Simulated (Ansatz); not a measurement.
The figure comes from a scan of As (A7 type, space group R-3m): volume and axial ratio are varied about the relaxed values (subscript 0). Level of theory: r2SCAN+rVV10 (plane waves to 500 eV, PAW, scalar-relativistic; Ansatz, a first-principles code). k mesh 15×15×15 (Γ-centred), Fermi-Dirac smearing 0.05 eV. Stress and pressure are positive under compression. As the atoms are clamped, bonds stretch with the cell, which overstates energies and stresses. With partly filled bands, the response to shear is sensitive to the k mesh, so small differences along c/a are uncertain. As was relaxed with its symmetry unable to fall. 

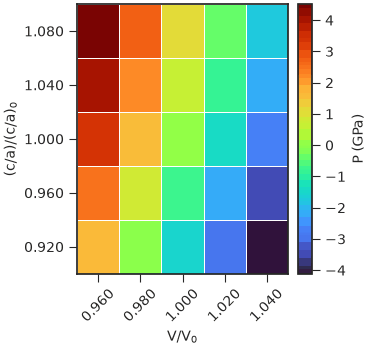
*P (GPa), one tile a computed point.*

Q: List the plotted points as numbers.

A: To the nearest 1:

P (GPa), with V/V₀ across and (c/a)/(c/a)₀ down:

```csv
(c/a)/(c/a)₀ \ V/V₀,0.960,0.980,1.000,1.020,1.040
0.920,2,0,-2,-3,-4
0.960,2,1,-1,-2,-3
1.000,3,2,0,-1,-3
1.040,4,2,1,-1,-2
1.080,5,3,1,0,-2
```

(Under strain, the slope of the energy per volume gives the stress and its curvature an elastic modulus.)
